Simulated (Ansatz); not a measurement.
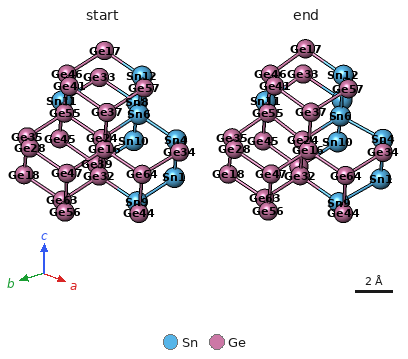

The structure of a crystal of Sn12Ge52 (a generated structure, set up in P1) before (left) and after (right) a relaxation, at one scale.

Style: ball-and-stick. Shown: the atoms within 5.0 Å of the atom that moves most (axes of the cell of the calculation), from a free direction.

Level of theory: Ansatz, DFT, PBEsol, PAW, plane waves. (plane-wave cutoff 420 eV; k-point mesh 1 × 1 × 1; mesh shifted by (0.25, 0.25, 0.25); no spin polarisation; cell relaxed at fixed shape; force threshold 0.03 eV/Å; at most 80 steps)

Describe what moved and what it gained.

Answer. The atom that moves furthest is Ge24 (0.24 Å along [−3 2 −2]). Largest moves by element: Ge 0.24 Å, Sn 0.19 Å. The lattice vectors keep their values. Near-neighbour distances that change, for instance: Sn1–Sn9 2.532 → 2.758 Å, Sn1–Sn4 2.518 → 2.733 Å, Sn8–Sn10 2.542 → 2.751 Å, Sn4–Sn6 2.536 → 2.706 Å. Among the angles between lasting bonds that change: Sn8–Sn6–Ge24 109.6° → 116.3°, Ge24–Ge32–Ge39 109.1° → 115.8°, Ge24–Ge55–Ge35 110.3° → 105.1°. The space group stays P1 (No. 1). The energy falls by 58.7 meV per atom in 5 geometry steps. Largest force component: 2.3 eV/Å at the start, 0.019 eV/Å at the end. Pressure: 1.11 GPa at the start and 0.01 GPa at the end. Cost: 6.6 s on 1 × NVIDIA GB200 with 8 threads of Arm Neoverse-V2, peak memory 2.1 GiB.
